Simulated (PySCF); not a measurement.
Si(OH)(OMe)(SMe)2, SMILES CO[Si](O)(SC)SC at its GFN2-xTB optimised geometry (Å):

```
18

C     -0.8208    -1.9577     1.7314
O     -0.8934    -0.6128     1.3218
Si    -0.2429     0.0463     0.0000
O     -0.7393    -0.8119    -1.2881
S      1.9027     0.0463     0.0000
C      2.2384     1.3556     1.2197
S     -1.0125     2.0408     0.0000
C     -2.7864     1.6504     0.0354
H      0.2202    -2.2703     1.8259
H     -1.3203    -2.0312     2.6966
H     -1.3188    -2.5975     1.0029
H     -0.3403    -0.6938    -2.1474
H      1.8711     1.0468     2.1930
H      3.3146     1.4875     1.2480
H      1.7515     2.2713     0.9006
H     -3.0430     1.0576    -0.8362
H     -3.3146     2.5975     0.0177
H     -3.0108     1.1071     0.9464
```

Level of theory: PBE0/def2-SVP in PySCF 2.14.0. Cells within 0.4 Å of a nucleus heavier than hydrogen are left out (blank, or x).

Map of the log10 of the electron density (e/bohr³), floored at −4 on the plane z = 1.0 Å:

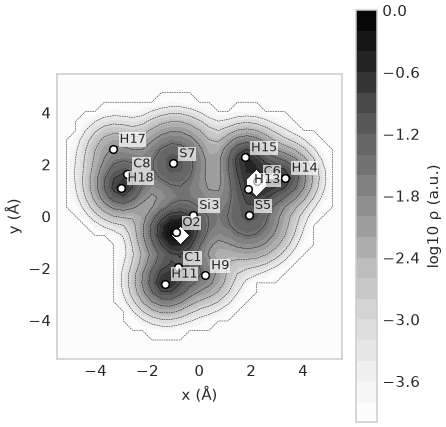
Log10 of the electron density (e/bohr³), floored at −4 on the plane z = 1.0 Å.
